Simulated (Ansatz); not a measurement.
# Rhodium, beta-Sn type under r²SCAN: ground state and equation of state, part 2 of 2

Aim: take rhodium in the beta-Sn type structure, relax it, solve it on a dense k-mesh, switch on spin-orbit coupling, then scale the cell to 7 volumes from 88 to 112 % of the relaxed one and try a fit of the equation of state. The k-meshes are 14×14×9 for the relaxation; 22×22×12 for the dense run; 13×13×7 for spin-orbit coupling; 15×15×8 for the volumes.

Ansatz 0.2.0; DFT, r2SCAN, plane waves (500 eV) with PAW, scalar-relativistic. The steps go on from the part before.

## Step 3: Dense single point

Contents of input.yaml:

```yaml
crystal:
  lattice:
    - [-1.4937083288, 1.8177901752, 1.3323059686]
    - [1.8177901752, -1.4937083288, 1.3323059686]
    - [3.0350168142, 3.0350168142, -0.7387494733]
  atoms:
    - { symbol: Rh, position: [0.0416678326, 0.9583321674, 0.0] }
    - { symbol: Rh, position: [0.7083321674, 0.2916678326, 0.5] }
hamiltonian:
  xc: r2scan
  pseudopotentials:
    kind: paw
    azcp:
      Rh: "pseudopotentials/Rh.paw.azcp"
basis:
  ecutwfc: 500
  fft_grid_basis: typed
kpoints:
  mp_grid: { grid: [22, 22, 12], shift: [0, 0, 0] }
magnetization:
  spin_polarized: false
scf:
  occupations: { method: fermi_dirac, width: 0.1 }
```

Launch:

```console
$ ansatz run input.yaml --threads 1 --pin off --max-ram 3584MiB --backend cpu --events-out ev --progress --plain --runs-dir out
```

Log, cut to the lines that bear on the results:

```text
[...]
Pseudopotentials: kind: paw
Pseudopotential: Rh, paw, valence charge 17, recommended cutoff 500 eV (meta_gga), <dir>
Functional definition: r2SCAN
[...]
Crystal: 2 atoms, lattice volume = 27.573 Å³
Basis set: ecut = 500 eV, 699 PW (Γ), exchange–correlation on 80×80×128 points (64 copies of the dense FFT grid, shifted against one another)
[...]
SCF iter   7: F=-12830.506373 eV  HF=-12830.506373 eV  |F-HF|=4.61e-8  |Δ(HF+E_count)|=   1.39e-7  Δρ=1.36e-5  dr2=4.31e-8  dr2_τ=1.77e-9  ethr=2.94e-10  ⟨swp⟩=2.0  Hψ=64286  notcnv=0
[...]
SCF converged after 7 iterations
Free energy (F): -12830.506373 eV
[...]
E sigma→0 (E₀):  -12830.453116 eV
Entropy (-TS):   -0.106514 eV (-53.257 meV/atom)
Fermi energy:    22.226781 eV
[...]
```

Run time: 95 s. Hardware: 1 thread of Intel Xeon Platinum 8259CL at 2.50GHz (Skylake/Cascade Lake), shared host; peak memory 1.2 GiB.

## Step 4: A two-component run at the same geometry

Edit input.yaml of step 3 so:

```diff
@@ -11,3 +11,3 @@
   pseudopotentials:
-    kind: paw
+    kind: paw_fr
     azcp:
@@ -18,6 +18,12 @@
 kpoints:
-  mp_grid: { grid: [22, 22, 12], shift: [0, 0, 0] }
+  mp_grid: { grid: [13, 13, 7], shift: [0, 0, 0] }
 magnetization:
-  spin_polarized: false
+  noncollinear: true
+  spin_orbit: true
 scf:
   occupations: { method: fermi_dirac, width: 0.1 }
+output:
+  write_density: true
+  write_potential: true
+  elf: true
+  volumetric_format: npy
```

Launch:

```console
$ ansatz run input.yaml --threads 1 --pin off --max-ram 3584MiB --backend cpu --events-out ev --progress --plain --runs-dir out
```

Log, cut to the lines that bear on the results:

```text
[...]
Pseudopotentials: kind: paw_fr
Pseudopotential: Rh, paw_fr, valence charge 17, recommended cutoff 500 eV (meta_gga), <dir>
[... 1 set-up line as earlier in the session ...]
[...]
non-collinear run that drives no moment, with spin-orbit: no starting moment large enough to seed its density (crystal.atoms[].spin), no starting occupations that ask for one, no magnetisation constraint and no magnetic field, so the semilocal B_xc is pinned to zero
[...]
SCF converged after 8 iterations
Magnetization: |M| = 0.0000 μB,  M = (+0.0000, +0.0000, +0.0000) μB
Absolute magnetization: 0.0000 μB (∫|m|)
  site 0: m = (+0.0000, +0.0000, +0.0000) μB, |m| = 0.0000 μB  (R = 1.11 Å)
  site 1: m = (+0.0000, +0.0000, +0.0000) μB, |m| = 0.0000 μB  (R = 1.11 Å)
Free energy (F): -12816.774196 eV
[...]
E sigma→0 (E₀):  -12816.719577 eV
Entropy (-TS):   -0.109238 eV (-54.619 meV/atom)
Fermi energy:    22.249766 eV
[...]
--- Band table (eV; the first three rows and the last of 322) ---
[...]
```

Run time: 3.1 min. Hardware: 1 thread of Intel Xeon Platinum 8259CL at 2.50GHz (Skylake/Cascade Lake), shared host; peak memory 1 GiB.

Side by side:

|  | scalar-relativistic | with spin-orbit coupling |
| --- | --- | --- |
| k-mesh | 22×22×12 | 13×13×7 |
| gap on the mesh | none (levels filled in part) | none (levels filled in part) |

The meshes differ, so small differences between the columns need not come from spin-orbit coupling.

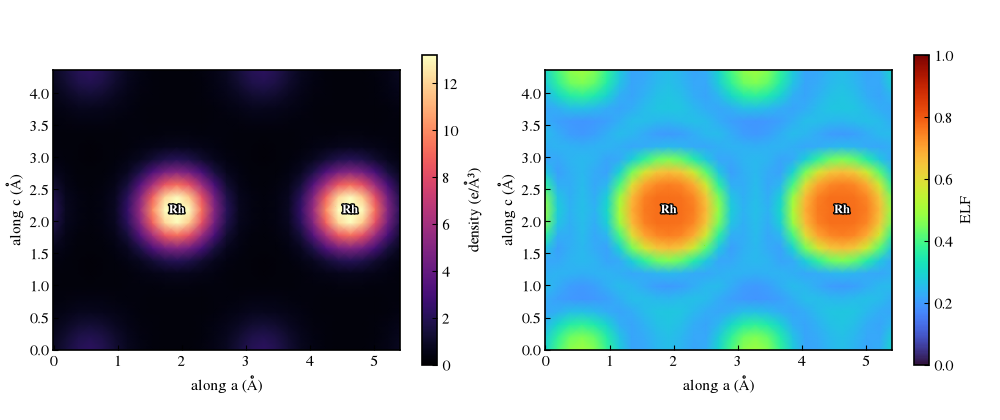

Density (left) and ELF (right) in a lattice plane of the grid's cell (edges 2.70 and 4.36 Å, at 0.292 of the third edge), which holds Rh. Only atoms in the plane are labelled; the density scale stops at 13.20 e/Å³. Both are smooth fields of the valence electrons: close to the nuclei they are not physical.

## Step 5: Equation of state: 88 %

Contents of input.yaml:

```yaml
crystal:
  lattice:
    - [-1.4313967494, 1.7419591883, 1.2767274547]
    - [1.7419591883, -1.4313967494, 1.2767274547]
    - [2.908407966, 2.908407966, -0.7079317791]
  atoms:
    - { symbol: Rh, position: [0.0416678326, 0.9583321674, 0.0] }
    - { symbol: Rh, position: [0.7083321674, 0.2916678326, 0.5] }
hamiltonian:
  xc: r2scan
  pseudopotentials:
    kind: paw
    azcp:
      Rh: "pseudopotentials/Rh.paw.azcp"
basis:
  ecutwfc: 500
  fft_grid_basis: typed
kpoints:
  mp_grid: { grid: [15, 15, 8], shift: [0, 0, 0] }
magnetization:
  spin_polarized: false
scf:
  occupations: { method: fermi_dirac, width: 0.1 }
  lower_state_search: "off"
output:
  stress: true
```

Launch:

```console
$ ansatz run input.yaml --threads 1 --pin off --max-ram 3584MiB --backend cpu --events-out ev --progress --plain --runs-dir out
```

Log, cut to the lines that bear on the results:

```text
[...]
[... 3 set-up lines as earlier in the session ...]
[...]
Crystal: 2 atoms, lattice volume = 24.265 Å³
Basis set: ecut = 500 eV, 615 PW (Γ), exchange–correlation on 80×80×128 points (64 copies of the dense FFT grid, shifted against one another)
[...]
SCF converged after 8 iterations
Free energy (F): -12830.060118 eV
[...]
E sigma→0 (E₀):  -12830.016566 eV
Entropy (-TS):   -0.087103 eV (-43.552 meV/atom)
Fermi energy:    26.155344 eV
[...]
--- Stress (GPa, compression-positive) ---
       49.332214       0.570203      -0.127268
        0.570203      49.332214      -0.127268
       -0.127268      -0.127268      48.806468
  P = ⅓ Tr σ = 49.1570 GPa (491.570 kbar)
```

It took 40 s on 1 thread of Intel Xeon Platinum 8259CL at 2.50GHz (Skylake/Cascade Lake), shared host; peak memory 0.74 GiB.

## Step 6: Equation of state: 92 %

Edit input.yaml of step 5 so:

```diff
@@ -2,5 +2,5 @@
   lattice:
-    - [-1.4313967494, 1.7419591883, 1.2767274547]
-    - [1.7419591883, -1.4313967494, 1.2767274547]
-    - [2.908407966, 2.908407966, -0.7079317791]
+    - [-1.4527640302, 1.7679624128, 1.2957858982]
+    - [1.7679624128, -1.4527640302, 1.2957858982]
+    - [2.9518234409, 2.9518234409, -0.7184994831]
   atoms:
```

Launch:

```console
$ ansatz run input.yaml --threads 1 --pin off --max-ram 3584MiB --backend cpu --events-out ev --progress --plain --runs-dir out
```

Log, cut to the lines that bear on the results:

```text
[...]
[... 3 set-up lines as earlier in the session ...]
[...]
Crystal: 2 atoms, lattice volume = 25.368 Å³
Basis set: ecut = 500 eV, 639 PW (Γ), exchange–correlation on 80×80×128 points (64 copies of the dense FFT grid, shifted against one another)
[...]
SCF converged after 7 iterations
Free energy (F): -12830.325005 eV
[...]
E sigma→0 (E₀):  -12830.278227 eV
Entropy (-TS):   -0.093554 eV (-46.777 meV/atom)
Fermi energy:    24.729489 eV
[...]
--- Stress (GPa, compression-positive) ---
       28.722703       0.281397      -0.058846
        0.281397      28.722703      -0.058846
       -0.058846      -0.058846      28.467138
  P = ⅓ Tr σ = 28.6375 GPa (286.375 kbar)
```

It took 37 s on 1 thread of Intel Xeon Platinum 8259CL at 2.50GHz (Skylake/Cascade Lake), shared host; peak memory 0.74 GiB.

## Step 7: Equation of state: 96 %

Edit input.yaml of step 6 so:

```diff
@@ -2,5 +2,5 @@
   lattice:
-    - [-1.4527640302, 1.7679624128, 1.2957858982]
-    - [1.7679624128, -1.4527640302, 1.2957858982]
-    - [2.9518234409, 2.9518234409, -0.7184994831]
+    - [-1.4735206064, 1.7932224315, 1.3142996266]
+    - [1.7932224315, -1.4735206064, 1.3142996266]
+    - [2.9939980452, 2.9939980452, -0.7287651484]
   atoms:
@@ -26 +26,5 @@
   stress: true
+  write_density: true
+  write_potential: true
+  elf: true
+  volumetric_format: npy
```

Launch:

```console
$ ansatz run input.yaml --threads 1 --pin off --max-ram 3584MiB --backend cpu --events-out ev --progress --plain --runs-dir out
```

Log, cut to the lines that bear on the results:

```text
[...]
[... 3 set-up lines as earlier in the session ...]
[...]
Crystal: 2 atoms, lattice volume = 26.470 Å³
Basis set: ecut = 500 eV, 687 PW (Γ), exchange–correlation on 80×80×128 points (64 copies of the dense FFT grid, shifted against one another)
[...]
SCF converged after 7 iterations
Free energy (F): -12830.464596 eV
[...]
E sigma→0 (E₀):  -12830.414444 eV
Entropy (-TS):   -0.100303 eV (-50.152 meV/atom)
Fermi energy:    23.422428 eV
[...]
--- Stress (GPa, compression-positive) ---
       12.586791       0.057181      -0.005852
        0.057181      12.586791      -0.005852
       -0.005852      -0.005852      12.540874
  P = ⅓ Tr σ = 12.5715 GPa (125.715 kbar)
--- Band table (eV; the first three rows and the last of 488) ---
[... band rows left out ...]
[...]
```

It took 60 s on 1 thread of Intel Xeon Platinum 8259CL at 2.50GHz (Skylake/Cascade Lake), shared host; peak memory 0.75 GiB.

## Step 8: Equation of state: 100 %

Edit input.yaml of step 7 so:

```diff
@@ -2,5 +2,5 @@
   lattice:
-    - [-1.4735206064, 1.7932224315, 1.3142996266]
-    - [1.7932224315, -1.4735206064, 1.3142996266]
-    - [2.9939980452, 2.9939980452, -0.7287651484]
+    - [-1.4937083288, 1.8177901752, 1.3323059686]
+    - [1.8177901752, -1.4937083288, 1.3323059686]
+    - [3.0350168142, 3.0350168142, -0.7387494733]
   atoms:
@@ -26,5 +26 @@
   stress: true
-  write_density: true
-  write_potential: true
-  elf: true
-  volumetric_format: npy
```

Launch:

```console
$ ansatz run input.yaml --threads 1 --pin off --max-ram 3584MiB --backend cpu --events-out ev --progress --plain --runs-dir out
```

Log, cut to the lines that bear on the results:

```text
[...]
[... 3 set-up lines as earlier in the session ...]
[...]
Crystal: 2 atoms, lattice volume = 27.573 Å³
Basis set: ecut = 500 eV, 699 PW (Γ), exchange–correlation on 80×80×128 points (64 copies of the dense FFT grid, shifted against one another)
[...]
SCF converged after 7 iterations
Free energy (F): -12830.506104 eV
[...]
E sigma→0 (E₀):  -12830.452444 eV
Entropy (-TS):   -0.107321 eV (-53.660 meV/atom)
Fermi energy:    22.220480 eV
[...]
--- Stress (GPa, compression-positive) ---
       -0.036678      -0.117206       0.035253
       -0.117206      -0.036678       0.035253
        0.035253       0.035253       0.080363
  P = ⅓ Tr σ = 0.0023 GPa (0.023 kbar)
```

Wall time 36 s (1 thread of Intel Xeon Platinum 8259CL at 2.50GHz (Skylake/Cascade Lake), shared host); peak memory 0.76 GiB.

## Step 9: Equation of state: 104 %

Edit input.yaml of step 8 so:

```diff
@@ -2,5 +2,5 @@
   lattice:
-    - [-1.4937083288, 1.8177901752, 1.3323059686]
-    - [1.8177901752, -1.4937083288, 1.3323059686]
-    - [3.0350168142, 3.0350168142, -0.7387494733]
+    - [-1.5133646399, 1.8417112102, 1.3498383208]
+    - [1.8417112102, -1.5133646399, 1.3498383208]
+    - [3.0749558261, 3.0749558261, -0.7484709759]
   atoms:
```

Launch:

```console
$ ansatz run input.yaml --threads 1 --pin off --max-ram 3584MiB --backend cpu --events-out ev --progress --plain --runs-dir out
```

Log, cut to the lines that bear on the results:

```text
[...]
[... 3 set-up lines as earlier in the session ...]
[...]
Crystal: 2 atoms, lattice volume = 28.676 Å³
Basis set: ecut = 500 eV, 713 PW (Γ), exchange–correlation on 80×80×144 points (64 copies of the dense FFT grid, shifted against one another)
[...]
SCF converged after 6 iterations
Free energy (F): -12830.470955 eV
[...]
E sigma→0 (E₀):  -12830.413667 eV
Entropy (-TS):   -0.114577 eV (-57.288 meV/atom)
Fermi energy:    21.111950 eV
[...]
--- Stress (GPa, compression-positive) ---
       -9.888249      -0.253260       0.067225
       -0.253260      -9.888249       0.067225
        0.067225       0.067225      -9.644162
  P = ⅓ Tr σ = -9.8069 GPa (-98.069 kbar)
```

Wall time 54 s (1 thread of Intel Xeon Platinum 8259CL at 2.50GHz (Skylake/Cascade Lake), shared host); peak memory 0.77 GiB.

## Step 10: Equation of state: 108 %

Edit input.yaml of step 9 so:

```diff
@@ -2,5 +2,5 @@
   lattice:
-    - [-1.5133646399, 1.8417112102, 1.3498383208]
-    - [1.8417112102, -1.5133646399, 1.3498383208]
-    - [3.0749558261, 3.0749558261, -0.7484709759]
+    - [-1.5325231881, 1.8650264854, 1.3669266959]
+    - [1.8650264854, -1.5325231881, 1.3669266959]
+    - [3.11388345, 3.11388345, -0.7579462979]
   atoms:
@@ -26 +26,5 @@
   stress: true
+  write_density: true
+  write_potential: true
+  elf: true
+  volumetric_format: npy
```

Launch:

```console
$ ansatz run input.yaml --threads 1 --pin off --max-ram 3584MiB --backend cpu --events-out ev --progress --plain --runs-dir out
```

Log, cut to the lines that bear on the results:

```text
[...]
[... 3 set-up lines as earlier in the session ...]
[...]
Crystal: 2 atoms, lattice volume = 29.779 Å³
Basis set: ecut = 500 eV, 725 PW (Γ), exchange–correlation on 96×96×144 points (64 copies of the dense FFT grid, shifted against one another)
[...]
SCF converged after 7 iterations
Free energy (F): -12830.376098 eV
[...]
E sigma→0 (E₀):  -12830.315076 eV
Entropy (-TS):   -0.122043 eV (-61.021 meV/atom)
Fermi energy:    20.086671 eV
[...]
--- Stress (GPa, compression-positive) ---
      -17.542452      -0.358985       0.092021
       -0.358985     -17.542452       0.092021
        0.092021       0.092021     -17.199696
  P = ⅓ Tr σ = -17.4282 GPa (-174.282 kbar)
--- Band table (eV; the first three rows and the last of 488) ---
[... band rows left out ...]
[...]
```

Run time: 75 s. Hardware: 1 thread of Intel Xeon Platinum 8259CL at 2.50GHz (Skylake/Cascade Lake), shared host; peak memory 0.81 GiB.

## Step 11: Equation of state: 112 %

Edit input.yaml of step 10 so:

```diff
@@ -2,5 +2,5 @@
   lattice:
-    - [-1.5325231881, 1.8650264854, 1.3669266959]
-    - [1.8650264854, -1.5325231881, 1.3669266959]
-    - [3.11388345, 3.11388345, -0.7579462979]
+    - [-1.5512143374, 1.8877729527, 1.3835981768]
+    - [1.8877729527, -1.5512143374, 1.3835981768]
+    - [3.1518613814, 3.1518613814, -0.7671904565]
   atoms:
```

Launch:

```console
$ ansatz run input.yaml --threads 1 --pin off --max-ram 3584MiB --backend cpu --events-out ev --progress --plain --runs-dir out
```

Log, cut to the lines that bear on the results:

```text
[...]
[... 3 set-up lines as earlier in the session ...]
[...]
Crystal: 2 atoms, lattice volume = 30.882 Å³
Basis set: ecut = 500 eV, 785 PW (Γ), exchange–correlation on 96×96×144 points (64 copies of the dense FFT grid, shifted against one another)
[...]
SCF converged after 7 iterations
Free energy (F): -12830.234989 eV
[...]
E sigma→0 (E₀):  -12830.170147 eV
Entropy (-TS):   -0.129684 eV (-64.842 meV/atom)
Fermi energy:    19.136102 eV
[...]
--- Stress (GPa, compression-positive) ---
      -23.449283      -0.441480       0.111291
       -0.441480     -23.449283       0.111291
        0.111291       0.111291     -23.029616
  P = ⅓ Tr σ = -23.3094 GPa (-233.094 kbar)
--- Band table (eV; the first three rows and the last of 488) ---
[... band rows left out ...]
[...]
```

Run time: 58 s. Hardware: 1 thread of Intel Xeon Platinum 8259CL at 2.50GHz (Skylake/Cascade Lake), shared host; peak memory 0.81 GiB.

## Step 12: Energy and pressure against volume

All volumes keep the relaxed shape and fractional coordinates.

| V (Å³/atom) | E − E₀ (meV/atom) | P from the stress (GPa) | P from the fit (GPa) |
| --- | --- | --- | --- |
| 12.132 | 217.9 | 49.16 | 48.79 |
| 12.684 | 87.1 | 28.64 | 28.14 |
| 13.235 | 19.0 | 12.57 | 12.05 |
| 13.787 | 0.0 | 0.00 | -0.51 |
| 14.338 | 19.4 | -9.81 | -10.32 |
| 14.890 | 68.7 | -17.43 | -17.98 |
| 15.441 | 141.1 | -23.31 | -23.93 |

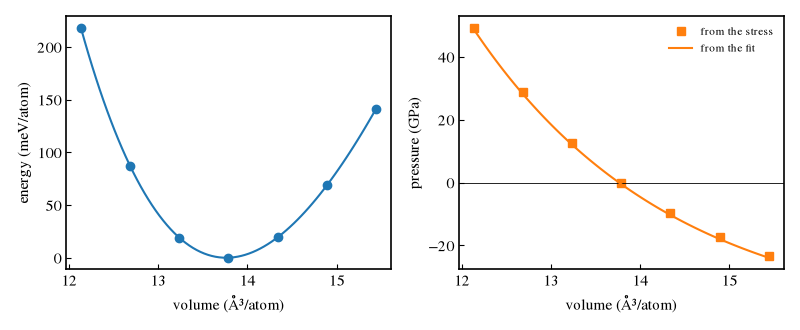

Energy and pressure against volume; the lines are the Birch-Murnaghan fit.

Fit (Birch-Murnaghan, third order): V₀ = 13.761 Å³/atom, B₀ = 280 GPa, B₀′ = 5.2, largest residual 0.06 meV/atom.

Fit and stress differ a little: one follows E(σ → 0), the other the smeared free energy.

## Step 13: What came out

What follows sums up all 2 parts.

| quantity | value |
| --- | --- |
| space group (spins left aside) | P6_3/mmc (No. 194) |
| conventional cell | a = 2.704 Å, c = 4.355 Å (c/a = 1.611) |
| volume | 13.787 Å³/atom |
| shortest distance | 2.679 Å |
| gap on the mesh | none (levels filled in part) |
| relative to fcc | +47 meV/atom |
| V₀, B₀, B₀′ | 13.761 Å³/atom, 280 GPa, 5.2 |

In words: The relaxation shrank the cell by 4.5 % in volume. What began as beta-Sn type has relaxed into hcp. What follows belongs to that structure, not to the type named at the start. The mesh has less symmetry than the lattice, which may have let the distortion in. It lies 47 meV/atom above the element's reference form at the same level (fcc, from a run of its own). Levels at the Fermi energy are filled in part, as in a metal. Totals with and without spin-orbit coupling (+6.9 eV/atom apart) can't be read as binding, since the two-component data shift the zero of energy. The fitted modulus is 280 GPa; letting shape and positions relax at each volume could only lower it.
